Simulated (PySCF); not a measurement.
**C7H14Si: density, localisation and related maps**

```yaml
atoms:
  - { symbol: C, position_ang: [2.0613, -0.8563, 0.1109] }
  - { symbol: C, position_ang: [0.8803, -0.0925, -0.4635] }
  - { symbol: C, position_ang: [0.6636, 1.3212, 0.1224] }
  - { symbol: C, position_ang: [-0.2021, 0.6602, 1.2094] }
  - { symbol: C, position_ang: [-0.5114, -0.3947, 0.1366] }
  - { symbol: C, position_ang: [-0.8839, -1.8035, 0.5468] }
  - { symbol: C, position_ang: [-1.5151, 0.2689, -0.8150] }
  - { symbol: Si, position_ang: [-0.6818, 1.9756, -1.0486] }
  - { symbol: H, position_ang: [2.0324, -1.8964, -0.2103] }
  - { symbol: H, position_ang: [2.0714, -0.8325, 1.1972] }
  - { symbol: H, position_ang: [2.9919, -0.4165, -0.2450] }
  - { symbol: H, position_ang: [0.9300, -0.1610, -1.5554] }
  - { symbol: H, position_ang: [1.5324, 1.9009, 0.4219] }
  - { symbol: H, position_ang: [0.3810, 0.2647, 2.0393] }
  - { symbol: H, position_ang: [-1.0460, 1.2229, 1.6088] }
  - { symbol: H, position_ang: [-1.8571, -1.8078, 1.0360] }
  - { symbol: H, position_ang: [-0.1520, -2.2133, 1.2394] }
  - { symbol: H, position_ang: [-0.9349, -2.4524, -0.3264] }
  - { symbol: H, position_ang: [-1.6167, -0.3088, -1.7341] }
  - { symbol: H, position_ang: [-2.5029, 0.3162, -0.3559] }
  - { symbol: H, position_ang: [-1.4503, 3.0967, -0.5085] }
  - { symbol: H, position_ang: [-0.2004, 2.2277, -2.4070] }
```

Geometry: GFN2-xTB.

These are results of PBE0/pcSseg-1, SCF density, gas phase, non-relativistic (PySCF), not measurements.

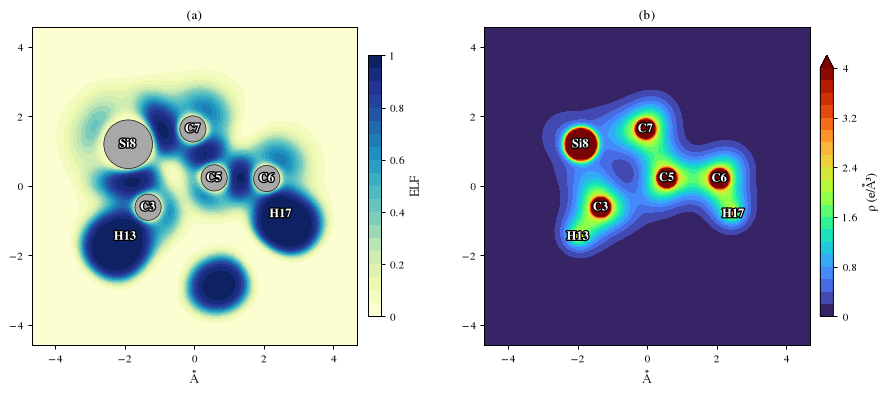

Figure 1. (a) ELF; (b) total electron density on the plane of atoms C6, C5 and C7. Grey discs cover the atomic cores in the ELF map.

Read the bonding off the picture.

Answer.
- The plane passes through C, Si and H nuclei.
- C–C (1.51 Å): ρ is about 1.7 e/Å³ halfway; the ELF peaks at about 0.95 between the atoms: a shared electron pair.
- C–Si (1.90 Å): ρ is about 0.91 e/Å³ halfway; the ELF peaks at about 0.95 between the atoms: localised, covalent bonding.
- C–H (1.09 Å): ρ is about 2 e/Å³ halfway; the ELF climbs to about 1 towards the hydrogen, as it does in any bond to H (an ordinary covalent bond to hydrogen).

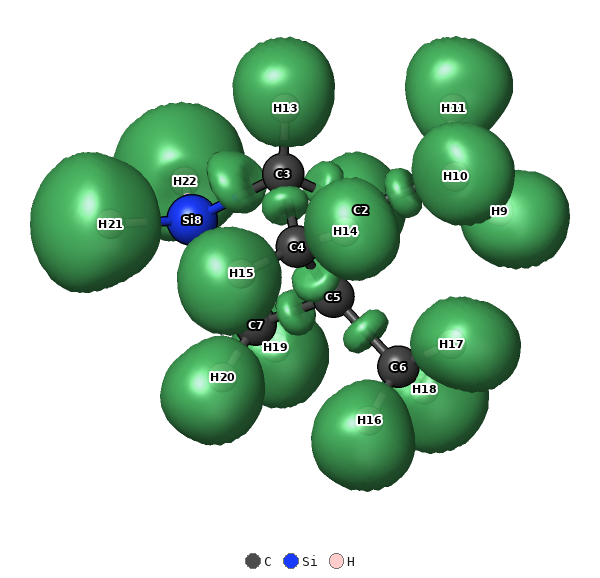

Figure 2. Isosurface of the electron localisation function at 0.85 (green), seen at a tilt. Core shells and regions of very low density are left out.

Identify the bonds, lone pairs and shells in this picture.

Answer. At this value the surface marks out seven regions between bonded C–C atoms (shared pairs), two regions between bonded C–Si atoms (shared pairs) and 14 regions around hydrogen nuclei.

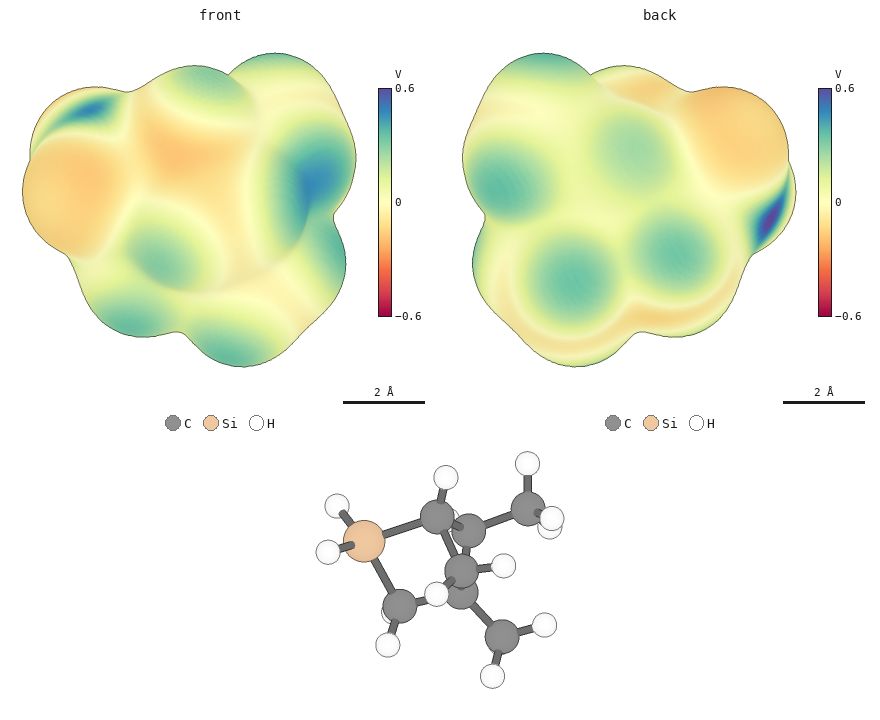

Figure 3. The electrostatic potential painted on the density surface at 0.001 e/bohr³, seen from the front and from behind; the colour scale runs from red (negative) to blue (positive). The bare structure is drawn below in the same view.

Which sites attract a positive test charge, and which a negative one?

Answer. A positive charge is drawn to the negative regions and a negative charge to the positive ones. The most negative region (about −0.2 V) lies over C3, C4, H21 and H22, the most positive (about +0.5 V) over Si8.

How polar is the molecule by this calculation?

Answer. Its dipole moment is 0.54 D.
